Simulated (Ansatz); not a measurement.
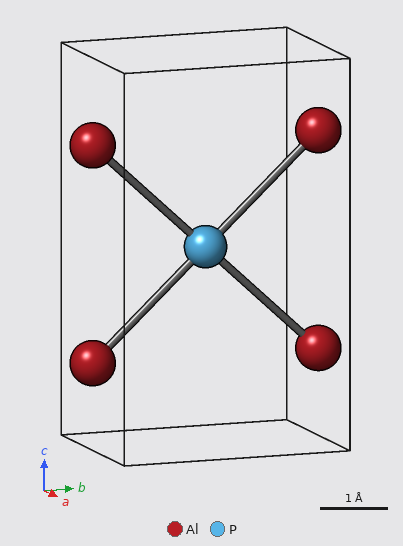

Drawn in the ball-and-stick manner and seen slightly off an axis. The simulation cell is outlined; an atom on or near a face, edge or corner is repeated at each equivalent position.

```
CELL_PARAMETERS angstrom
2.75625 0.00000 0.00000
0.00000 3.64202 0.00000
0.00000 0.00000 6.04055
ATOMIC_POSITIONS crystal
Al 0.50000 0.00000 0.22248
Al 0.50000 0.00000 0.77752
P 0.50000 0.50000 0.50000
```

Calculation details: Ansatz, DFT PBE, scalar-relativistic, plane waves, PAW; wavefunction cutoff 420 eV, an 18×12×8 grid in reciprocal space, Gaussian smearing of 0.1 eV, no spin polarisation.

> List the Bader charges.

Al +0.79 e; P -1.58 e.

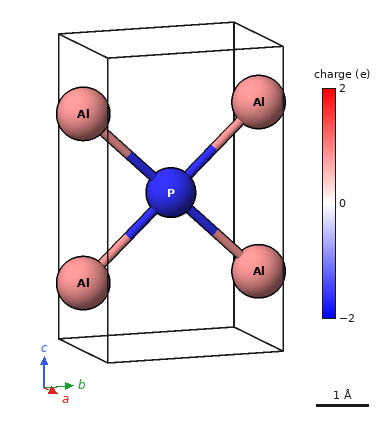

The atoms coloured by those charges.

Starting structure: a random cell made by a generator, so it need not be a real form of the compound. Earlier steps of the study, as a rule a relaxation of our own, may have changed the cell and positions, so they can lie some per cent off the listed ones. It was run through Ansatz as a DFT input.
